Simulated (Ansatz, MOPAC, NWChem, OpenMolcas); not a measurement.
## How methods differ on GeH2ClF (SMILES [F][GeH2][Cl])

GeH2ClF, singlet, SMILES `[F][GeH2][Cl]`. Each level relaxes the structure for itself.

Each level gives the zero-point energy at each level's own minimum (kJ/mol). The values are calculated.

```csv
level,kind,program,value (kJ/mol)
MNDO,semi-empirical,MOPAC,49.6
PM6,semi-empirical,MOPAC,50.7
PM6-D3,semi-empirical,MOPAC,50.8
PM6-D3H4,semi-empirical,MOPAC,50.7
HF/3-21G,Hartree–Fock,OpenMolcas,54.8
HF/6-31G* (Cartesian functions),Hartree–Fock,OpenMolcas,55.0
HF/cc-pVTZ,Hartree–Fock,OpenMolcas,54.7
PBE0-D3(BJ)/def2-SVP,global hybrid,NWChem,51.9
PBE0-D4/def2-TZVP,global hybrid,Ansatz,51.5
```

All-electron rows without a relativistic Hamiltonian named are non-relativistic. Harmonic and unscaled. The values span 49.6 to 55.0 kJ/mol.

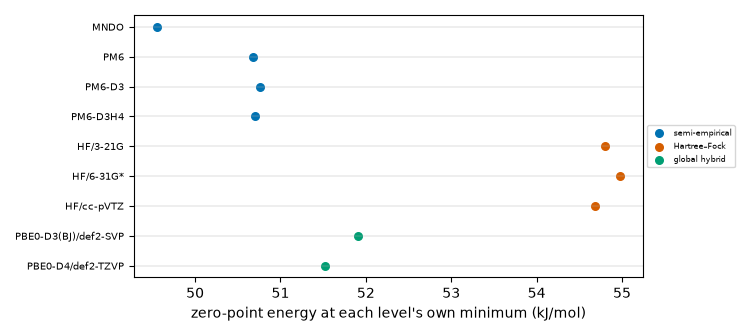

The values of the table, level by level.
